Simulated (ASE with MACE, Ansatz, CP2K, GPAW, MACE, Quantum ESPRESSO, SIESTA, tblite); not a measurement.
# Machine-learned potentials on amorphous Si (76 atoms): settings against a plane-wave reference

Wanted: machine-learned potentials inputs and outputs for amorphous Si (76 atoms), checked against a plane-wave reference.

Method: the method is named at each step, in ASE with MACE.

## (1) Set-up

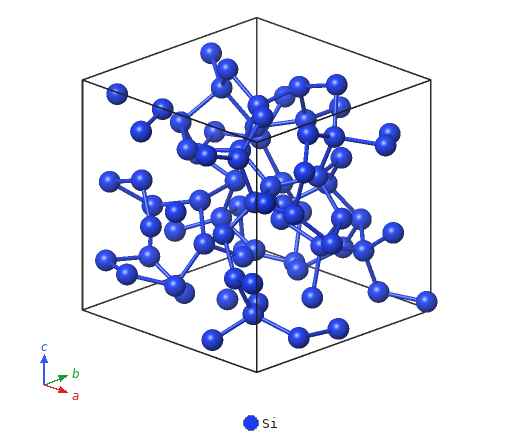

The cell as given, from a free direction (silicon blue). Bonds to atoms that aren't drawn are left out. Some periodic images of atoms are drawn too.

The cell holds 76 atoms: 76 Si. Its edges and angles: a = 11.521 Å, b = 11.521 Å, c = 11.521 Å, α = 90.0°, β = 90.0°, γ = 90.0°. 76 atoms (76 Si) placed at random at 2.32 g/cm³, melted at 3500 K for 10 ps at fixed volume with the Tersoff potential (Tersoff, Phys. Rev. B 39, 5566 (1989)). Quenched from 3100 K to 500 K at 10 K/ps and fixed volume, annealed at 900 K for 50 ps, held 5 ps. Then every atom was moved at random, 0.05 Å r.m.s. a Cartesian component.

The yardstick, on the same geometry:

```
method                 : Kohn-Sham DFT, PBE, SSSP efficiency 1.3.0 pseudopotentials, plane waves (Quantum ESPRESSO 7.5); sssp-pbe-1.3.0-efficiency, cutoffs 45/360 Ry, Γ point
r.m.s. force component : 0.9397 eV/Å
longest force          : 4.074 eV/Å
pressure               : 0.2937 GPa
time                   : 1.8 min on 4 MPI ranks of Arm Neoverse V2, shared host
CPU time               : 7.2 min
```

## (2) MACE MPA-0 medium potential

Method: machine-learned interatomic potential MACE MPA-0 medium, trained on PBE(+U) plane-wave data.

run.py

```python
import numpy as np
from ase.io import read
import mlip  # loads the published weights by name

atoms = read("structure.xyz")
atoms.calc = mlip.calc("mace-mpa-0-medium")
energy = atoms.get_potential_energy()
forces = atoms.get_forces()
print(f"energy {energy:.6f} eV")
print("forces (eV/A)")
for i, (a, f) in enumerate(zip(atoms, forces)):
    print(f"{i:4d} {a.symbol:2s} {f[0]:10.5f} {f[1]:10.5f} {f[2]:10.5f}")
stress = -atoms.get_stress(voigt=False) * 160.21766
print("stress (GPa, compression positive)")
for row in stress:
    print(" ".join(f"{x:10.4f}" for x in row))
```

structure.xyz

```xyz
76
Lattice="11.52060 0.00000 0.00000 0.00000 11.52060 0.00000 0.00000 0.00000 11.52060" Properties=species:S:1:pos:R:3 pbc="T T T"
Si 11.02533 3.27968 0.70575
Si 7.44772 4.14442 1.22280
Si 0.78709 0.76842 2.48914
Si 3.35872 3.37842 0.84308
Si 10.29884 3.67599 6.57918
Si 8.02179 0.56866 0.51670
Si 7.95083 3.44155 6.61329
Si 5.72194 9.05439 8.61545
Si 2.39075 6.78794 3.42070
Si 2.48211 9.28053 6.75130
Si 9.97880 7.16835 5.34083
Si 9.45115 7.20026 9.27961
Si 2.92854 2.37290 10.21255
Si 1.42383 5.07552 8.41568
Si 11.45770 0.61163 8.27179
Si 3.31194 3.63440 7.95152
Si 3.42554 10.59515 0.42891
Si 0.33306 1.96035 10.37200
Si 8.85416 6.34267 1.29918
Si 11.17003 5.75281 0.52684
Si 3.20998 10.02500 4.52921
Si 6.05822 11.17245 1.74733
Si 3.62484 4.14730 5.33991
Si 7.68505 2.61149 8.94206
Si 11.11588 8.92708 8.83273
Si 2.48499 6.71697 9.98456
Si 7.45417 4.46032 10.47096
Si 3.85963 7.58217 8.16407
Si 5.06964 8.18700 4.39707
Si 6.26617 8.07721 10.69204
Si 4.55905 1.56484 2.01576
Si 5.18911 2.87070 3.94154
Si 3.87138 5.71399 0.03157
Si 0.74193 7.76212 10.95528
Si 3.67680 0.84630 4.94672
Si 11.35977 11.39791 0.40046
Si 8.85473 2.44363 1.52636
Si 1.36266 3.26494 4.71239
Si 1.35125 3.07174 2.21553
Si 6.63218 6.51236 4.58681
Si 5.66468 11.36634 8.61338
Si 8.47029 7.08160 7.06835
Si 6.36905 9.79090 5.41180
Si 9.20865 9.37938 2.91679
Si 0.63006 5.48703 2.64559
Si 3.66885 0.20553 9.87603
Si 5.80108 5.83173 10.22419
Si 7.65705 0.54181 9.65242
Si 1.27798 9.38307 0.77741
Si 7.44507 10.96266 3.58821
Si 9.47097 10.10737 0.72925
Si 8.81729 1.25978 3.62438
Si 8.61614 8.19276 11.38973
Si 5.71295 4.90040 2.88960
Si 5.16054 9.07339 0.95794
Si 0.18237 8.56522 6.65153
[... 16 atom lines left out ...]
Si 0.18594 1.61162 6.03841
Si 2.37900 1.53662 6.72527
Si 7.79541 9.32742 7.20809
Si 8.60796 7.17215 3.60825
```

Command:

```console
$ OMP_NUM_THREADS=1 python run.py > output.txt
```

The program printed:

```text
energy -386.963411 eV
forces (eV/A)
   0 Si   -0.22849   -0.21727   -0.02680
   1 Si   -0.69001    2.19604    0.88378
   2 Si   -0.34796    0.31475   -1.10628
   3 Si    0.00173   -0.05826   -0.41745
   4 Si    0.32752   -0.79962    0.13251
   5 Si   -0.69793   -1.51919   -0.63566
   6 Si    1.68315    1.30794    3.24035
   7 Si    0.71283   -0.19706   -0.19867
   8 Si   -0.29061   -0.06668    0.34889
   9 Si    0.04325    0.18490    0.42554
  10 Si    1.41530   -0.39868    0.57576
  11 Si    0.26921    0.49852   -0.02093
  12 Si   -1.01699    0.43955   -0.19835
  13 Si    0.35694   -0.09937    0.51832
  14 Si    0.14260   -0.21696    0.11452
  15 Si   -0.36538   -0.25820    0.15356
  16 Si   -0.72885   -1.01102    0.03461
  17 Si    0.96286   -0.58523   -0.14914
  18 Si    0.29884   -0.81424    0.71307
  19 Si   -1.07635    0.62768    0.12396
  20 Si    0.18589   -0.77434   -0.10812
  21 Si    0.59980    0.46772   -0.58069
  22 Si   -0.37622   -0.25528    0.08487
  23 Si    0.09052    2.22329   -0.79183
[...]
68 Si   -0.25394    0.34518   -0.09444
  69 Si    0.76289   -0.49082   -1.18736
  70 Si   -1.39292    0.96934    0.72874
  71 Si   -0.03669   -0.23936   -0.45982
  72 Si   -1.17068    0.65681    0.17378
  73 Si    0.72355    0.31972    0.65922
  74 Si   -0.16277   -0.13747    0.39284
  75 Si   -0.44825    0.27331   -2.06922
stress (GPa, compression positive)
    0.4282    -0.8028     0.7055
   -0.8028    -0.1213     1.1479
    0.7055     1.1479    -0.5257
```

The job ended after 6.8 s (1 thread of Arm Neoverse V2, shared host; peak memory 0.87 GiB).

Banners, paths, timers and routine set-up lines are dropped from the logs unmarked, and long logs keep their key lines alone; longer cuts are marked.

Against the reference:

| Property | Result |
| --- | --- |
| r.m.s. force component | 0.8117 eV/Å |
| r.m.s. difference of force components | 224.6 meV/Å |
| longest difference of force vectors | 735.8 meV/Å |
| force difference over r.m.s. force | 23.9 % |
| slope of forces against the reference's | 0.8445 |
| correlation of force components | 0.9777 |
| pressure | -0.0729 GPa |
| pressure difference | -0.3666 GPa |

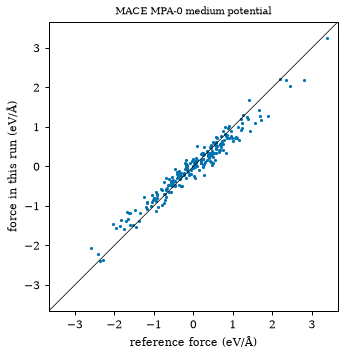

Force components against those of the reference; the line marks equality.

Local excerpt of 9 atoms (numbers count through the whole input) about Si60, picked at random; x, y, z are measured from there.

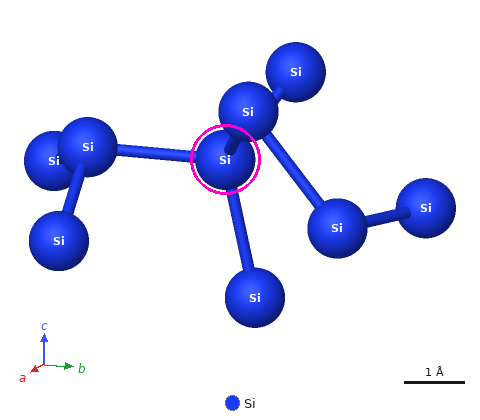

The atoms of the table, within 3.6 Å (arrows a, b, c point along x, y, z); some may hide others; the central atom is ringed.

| atom | x | y | z | distance (Å) | bonds | Fx | Fy | Fz (eV/Å) |
| --- | --- | --- | --- | --- | --- | --- | --- | --- |
| Si60 | 0.00 | 0.00 | 0.00 | 0.00 | 4 | 0.71 | 0.17 | -0.64 |
| Si58 | -1.89 | 0.54 | 1.13 | 2.27 | 5 | -0.51 | -0.09 | 1.02 |
| Si9 | 0.92 | -2.13 | 0.24 | 2.33 | 4 | -0.29 | -0.07 | 0.35 |
| Si49 | -0.19 | 0.46 | -2.40 | 2.45 | 4 | 0.65 | 2.18 | 1.10 |
| Si21 | 1.74 | 1.11 | 1.35 | 2.47 | 5 | 0.19 | -0.77 | -0.11 |
| Si59 | 1.47 | 2.61 | -0.61 | 3.06 | 5 | 0.35 | -0.19 | 0.09 |
| Si3 | -0.68 | 3.37 | -0.69 | 3.51 | 4 | -0.35 | 0.31 | -1.11 |
| Si70 | 2.89 | -1.88 | -0.91 | 3.56 | 5 | 0.76 | -0.49 | -1.19 |
| Si45 | -0.84 | -3.43 | -0.53 | 3.57 | 4 | 0.10 | -0.91 | 0.56 |

Atoms are counted from 1 here, from 0 in the log.

Forces lie 24 % from the reference's, at 0.016 times its CPU time (on 1 against 4 cores).

## (3) MACE MP-0b2 small potential

Method: machine-learned interatomic potential MACE MP-0b2 small, trained on PBE(+U) plane-wave data.

Edit run.py of step 2 so:

```diff
@@ -5,3 +5,3 @@
 atoms = read("structure.xyz")
-atoms.calc = mlip.calc("mace-mpa-0-medium")
+atoms.calc = mlip.calc("mace-mp-0b2-small")
 energy = atoms.get_potential_energy()
```

structure.xyz is that of step 2.

The program printed:

```text
energy -386.984170 eV
forces (eV/A)
   0 Si   -0.18700   -0.13290    0.06277
   1 Si   -0.39599    1.30948    0.44019
   2 Si   -0.11259    0.24428   -0.69982
   3 Si    0.01810   -0.11307   -0.32910
   4 Si    0.36557   -0.54928    0.08252
   5 Si   -0.41998   -1.10730   -0.42997
   6 Si    1.12491    1.01132    2.19925
   7 Si    0.46339   -0.19446    0.01328
   8 Si   -0.15471    0.06598    0.09486
   9 Si   -0.00245    0.14199    0.30179
  10 Si    1.03026   -0.21959    0.45927
  11 Si    0.15401    0.30033   -0.01780
  12 Si   -0.57911    0.30869   -0.00595
  13 Si    0.33323   -0.09180    0.29130
  14 Si    0.09667   -0.07034    0.02055
  15 Si   -0.18948   -0.13910    0.11959
  16 Si   -0.36179   -0.60494   -0.08065
  17 Si    0.61299   -0.23609   -0.19693
  18 Si    0.19727   -0.53417    0.48882
  19 Si   -0.54005    0.37877    0.07404
  20 Si    0.07860   -0.37304   -0.12285
  21 Si    0.45005    0.35318   -0.30222
  22 Si   -0.28254   -0.17553    0.05960
  23 Si   -0.02603    1.82092   -0.51901
[...]
68 Si   -0.16884    0.25261   -0.12138
  69 Si    0.40489   -0.24841   -0.76577
  70 Si   -0.99539    0.67307    0.56095
  71 Si   -0.05047   -0.06406   -0.16434
  72 Si   -0.83140    0.29088    0.07779
  73 Si    0.47992    0.15655    0.42299
  74 Si   -0.21876   -0.16444    0.23374
  75 Si   -0.22432    0.16886   -1.39271
stress (GPa, compression positive)
    0.6478    -0.4610     0.3897
   -0.4610     0.4860     0.6868
    0.3897     0.6868     0.2799
```

Wall time 5.4 s (1 thread); peak memory 0.67 GiB.

Numbers from this run, and their distance from the reference:

```yaml
r_m_s_force_component: 0.5535 eV/Å
r_m_s_difference_of_force_components: 424.3 meV/Å
longest_difference_of_force_vectors: 1499 meV/Å
force_difference_over_r_m_s_force: 45.15 %
slope_of_forces_against_the_reference_s: 0.5715
correlation_of_force_components: 0.9703
pressure: 0.4712 GPa
pressure_difference: 0.1775 GPa
```

Against the first run (24 %), the force difference from the reference is 45 %, at 0.79 times the CPU time.

## (4) MACE MP-0b3 medium potential

Method: machine-learned interatomic potential MACE MP-0b3 medium, trained on PBE(+U) plane-wave data.

Edit run.py of step 3 so:

```diff
@@ -5,3 +5,3 @@
 atoms = read("structure.xyz")
-atoms.calc = mlip.calc("mace-mp-0b2-small")
+atoms.calc = mlip.calc("mace-mp-0b3-medium")
 energy = atoms.get_potential_energy()
```

structure.xyz is that of step 3.

The program printed:

```text
energy -386.712636 eV
forces (eV/A)
   0 Si   -0.11803   -0.21080    0.04608
   1 Si   -0.42958    1.48761    0.48235
   2 Si   -0.12676    0.26426   -0.99433
   3 Si   -0.05090   -0.17398   -0.29553
   4 Si    0.24450   -0.64109   -0.06494
   5 Si   -0.53697   -1.27078   -0.42322
   6 Si    1.32203    1.34594    2.79581
   7 Si    0.49569   -0.24487   -0.01408
   8 Si   -0.25182    0.12522    0.25256
   9 Si    0.02281    0.10926    0.27974
  10 Si    1.07280   -0.37318    0.46226
  11 Si    0.24375    0.40132   -0.03675
  12 Si   -0.73044    0.37309   -0.12808
  13 Si    0.47952   -0.11160    0.45030
  14 Si    0.14365    0.01857    0.06769
  15 Si   -0.32343   -0.09211    0.01250
  16 Si   -0.50781   -0.76995   -0.07232
  17 Si    0.74093   -0.35083   -0.16836
  18 Si    0.33298   -0.64834    0.49533
  19 Si   -0.80175    0.47259    0.04203
  20 Si    0.16242   -0.57202   -0.09907
  21 Si    0.58138    0.48328   -0.43417
  22 Si   -0.22622   -0.18720    0.14021
  23 Si    0.08330    1.83943   -0.75713
[...]
68 Si   -0.21931    0.25182   -0.17398
  69 Si    0.55584   -0.18297   -0.83435
  70 Si   -1.09785    0.83368    0.68004
  71 Si   -0.02737   -0.12984   -0.22844
  72 Si   -0.89141    0.45208    0.15112
  73 Si    0.52920    0.24446    0.47111
  74 Si   -0.16911   -0.25595    0.28385
  75 Si   -0.29987    0.21437   -1.48098
stress (GPa, compression positive)
    0.0920    -0.4823     0.5347
   -0.4823    -0.0756     0.7915
    0.5347     0.7915    -0.1855
```

Run time: 6.6 s. Hardware: 1 thread; peak memory 0.91 GiB.

Against the reference:

| Quantity | Value |
| --- | --- |
| r.m.s. force component | 0.6455 eV/Å |
| r.m.s. difference of force components | 349 meV/Å |
| longest difference of force vectors | 1145 meV/Å |
| force difference over r.m.s. force | 37.14 % |
| slope of forces against the reference's | 0.6669 |
| correlation of force components | 0.9709 |
| pressure | -0.0564 GPa |
| pressure difference | -0.3501 GPa |

Against the first run (24 %), the force difference from the reference is 37 %, at 0.97 times the CPU time.

## (5) The ladder

Differences are against the plane-wave reference, forces as r.m.s. over components; share is that over the reference's r.m.s. force, slope the least-squares factor from reference forces to these. Total energies of different programs have different zeros and aren't compared.

```csv
run,"Δ force, r.m.s. (meV/Å)",share (%),slope,Δ pressure (GPa),cores,CPU time,memory (GiB)
reference,-,-,-,-,4,7.2 min,4.6
MACE MPA-0 medium potential,225,23.9,0.845,-0.367,1,6.8 s,0.87
MACE MP-0b2 small potential,424,45.2,0.572,0.177,1,5.4 s,0.67
MACE MP-0b3 medium potential,349,37.1,0.667,-0.350,1,6.6 s,0.91
```

Times of the machine-learned potentials are mostly Python's start and the loading of weights.

CPU time is summed over cores on a shared host, where runs went side by side, so it is rough. Symmetry, cutoffs, thresholds, outputs and thread counts weren't matched or tuned between programs; memory under MPI is the largest rank's times the ranks.

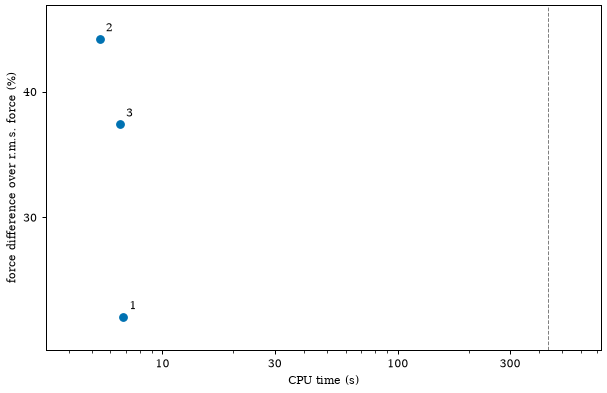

Force difference against CPU time; the dashed line marks the reference's time. Points: 1 MACE MPA-0 medium potential; 2 MACE MP-0b2 small potential; 3 MACE MP-0b3 medium potential.

## (6) Results

| Quantity | Value |
| --- | --- |
| nearest in forces | MACE MPA-0 medium potential, 24 % |
| its CPU time | 6.8 s |

In words: Machine-learned potentials differ by 24 % (MACE MPA-0 medium potential) to 45 % (MACE MP-0b2 small potential); they were trained on other programs' data. Among those trained on PBE data the slope goes as low as 0.57, which softening far from their training structures can give, though the reference's k-sampling is untested too. The reference's pressure holds the uncorrected Pulay stress of its 45 Ry basis, so small pressure differences, and their order, may be the reference's own error. Machine-learned potentials mimic data converged in k, so the reference's own k-point error enters their differences. The quench rate of 10 K/ps is many orders above laboratory rates, so the cell is likely richer in defects and strain than a real sample. The network of bonds at the start is that of the classical potential that made the cell, and needn't be the one that DFT or experiment would give. The electronic-structure runs sample only Γ, in a cell whose shortest periodic width is 12 Å, which is coarse for a cell with partly filled levels.

[Also dropped from logs without a mark: logging warnings of Python, and SIESTA's first energy breakdown and zero terms.]

[Logs are printed without paths, hosts, clocks, repeated set-up lines and the standing remarks that a program may print on its own settings, such as how far it seeks lower states.]

[Hosts, paths, dates, database ids (printed as entryN), source tags and the programs' standing remarks are cut or masked in the printed files.]
